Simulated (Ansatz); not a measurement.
# [H2PO2]− (SMILES O=[PH2][O-]): BCCD(T)/STO-3G

Aim: the vertical ionisation energy of [H2PO2]− at BCCD(T)/STO-3G, from 2 runs. 

Program for the calculation: Ansatz 0.2.0.

5 further runs of the same task are left out: 4 that didn't finish, 1 set aside as unsound or not needed.

### Step 1. Starting point

The species is [H2PO2]− (5 atoms), meant as a singlet with charge -1. SMILES: `O=[PH2][O-]`. The coordinates come from a GFN2-xTB relaxation.

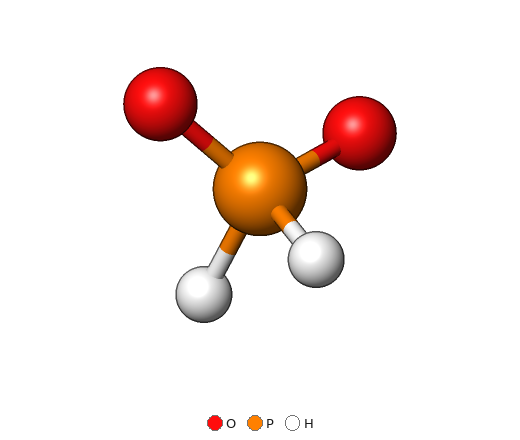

The structure, seen from a chosen angle (oxygen red, phosphorus orange, hydrogen white).

### Step 2. A single-point energy at BCCD(T)/STO-3G

The input, in.yaml:

```yaml
crystal:
  periodic: [false, false, false]
  atoms:
    - {symbol: O, position_ang: [-0.569750, 0.418060, 1.344900]}
    - {symbol: P, position_ang: [0.023990, -0.029410, 0.067110]}
    - {symbol: O, position_ang: [1.087130, -1.056140, 0.105400]}
    - {symbol: H, position_ang: [-0.993470, -0.417790, -0.831230]}
    - {symbol: H, position_ang: [0.452100, 1.085290, -0.686190]}
basis:
  gaussian: {orbitals: STO-3G}
accuracy: high
scf: {omitted_lower_state_checks: [cluster_reference, increment]}
correlation: {method: bccd_t, frozen_orbitals: {H: 0, O: 1, P: 5}}
total_charge: -1
```

Command:

```
$ ansatz run in.yaml --threads 1 --pin off --max-ram 2610MiB --events-out events.jsonl --progress --plain --runs-dir runs
```

The log of the run (excerpt; [...] marks lines left out):

```text
Warning: RAYON_NUM_THREADS=1 ignored (pool sized by the plan → 1); use --threads N
Functional definition: HF
  name "HF"
[...]
387 factors; integrals over basis functions are off by at most 2.4e-8 eV
[...]
mean field -13208.25133726 eV, -485.3942837700 hartree, gradient 7.1e-9 eV, S^2 0.000000; 0 other end points of the search recorded, 0 dependent functions left out
7 core orbitals not correlated: weight in the atoms' cores, before any rotation towards them, 1.000 or more for the frozen orbitals, at most 0.000 for the correlated occupied ones
reference -13208.25133726 eV, -485.3942837700 hartree; 10, 10 occupied and 4, 4 virtual orbitals, 387 factors
second order -2.87031300 eV of doubles, -0.00000000 eV of singles
cycle   1  -3.08853841 eV  change   -2.2e-1 eV  update   1.0e-1
[...]
cycle  19  -3.38109601 eV  change   3.9e-13 eV  update   1.4e-9
perturbative correction -0.30598512 eV, -0.0112447458 hartree
Total energy: -13211.93841839 eV, -485.5297815024 hartree
Checks for a lower state left out: cluster_reference, increment
```

It took 0.24 s on 1 thread of Arm Neoverse V1, shared host.

### Step 3. Doublet neutral H2PO2 at the same level

The input, job.yaml:

```yaml
crystal:
  periodic: [false, false, false]
  atoms:
    - {symbol: O, position_ang: [-0.569750, 0.418060, 1.344900]}
    - {symbol: P, position_ang: [0.023990, -0.029410, 0.067110]}
    - {symbol: O, position_ang: [1.087130, -1.056140, 0.105400]}
    - {symbol: H, position_ang: [-0.993470, -0.417790, -0.831230]}
    - {symbol: H, position_ang: [0.452100, 1.085290, -0.686190]}
basis:
  gaussian: {orbitals: STO-3G}
correlation: {method: bccd_t, frozen_orbitals: {H: 0, O: 1, P: 5}}
magnetization: {spin_polarized: true, initial_magnetization: 1}
accuracy: high
scf: {omitted_lower_state_checks: [cluster_reference, increment]}
```

Command:

```
$ ansatz run job.yaml --threads 1 --pin off --max-ram 2610MiB --events-out events.jsonl --progress --plain --runs-dir runs
```

The log of the run:

```text
Warning: RAYON_NUM_THREADS=1 ignored (pool sized by the plan → 1); use --threads N
[... 15 lines left out ...]
7 core orbitals not correlated: weight in the atoms' cores, before any rotation towards them, 1.000 or more for the frozen orbitals, at most 0.000 for the correlated occupied ones
[... 73 lines left out ...]
Total energy: -13215.81278165 eV, -485.6721617259 hartree
Checks for a lower state left out: cluster_reference, increment
```

Wall time 1.2 s (1 thread of Arm Neoverse V1, shared host).

### Step 4. Results

Level: BCCD(T)/STO-3G, 7 core orbitals frozen.

| quantity | value |
| --- | --- |
| singlet [H2PO2]−: total energy | -485.52978 Eh |
| singlet [H2PO2]−: correlation energy (7 core orbitals frozen) | -135.5 mEh |
| singlet [H2PO2]−: (T) correction | -11.24 mEh |
| doublet neutral H2PO2: total energy | -485.67216 Eh |
| doublet neutral H2PO2: correlation energy (7 core orbitals frozen) | -138.3 mEh |
| doublet neutral H2PO2: (T) correction | -9.36 mEh |
| doublet neutral H2PO2: ⟨S²⟩ of the reference determinant | 0.763 |
| vertical detachment energy (to the doublet neutral) | -3.874 eV |

The species is unbound against losing an electron at this level, by 3.87 eV (−374 kJ/mol); missing correlation or diffuse functions can give that sign where the real anion is bound. In a minimal basis such a difference can be off by several eV, whatever the method. The triples (singlet [H2PO2]−) make up 8.3 % of the correlation energy. The triples (doublet neutral H2PO2) make up 6.8 % of the correlation energy.
